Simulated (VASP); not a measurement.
Band structure of LaGe$_{2}$ (space group Fddd). Calculation: PBE GGA, VASP's PBE PAW potentials (set 64) (plane waves; VASP).

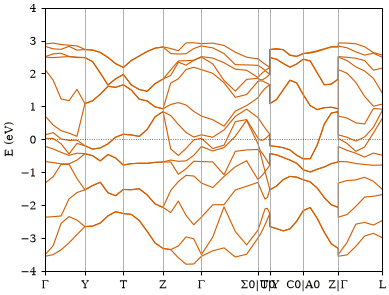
Figure: Bands along high-symmetry lines, zero at the valence-band maximum or, without a gap, the Fermi level

**Question.** Read the plot: is there a gap, and where are the band edges?

**Answer.** It has no gap at this level: it comes out as a metal or semimetal.

The structure was generated: LaGe2 was put into an ordered model structure, which need not be its known phase. The cell was not relaxed at this level. The k-mesh is coarse (spacing up to 0.48 per Å, 2π included), so the numbers may not be converged in it.
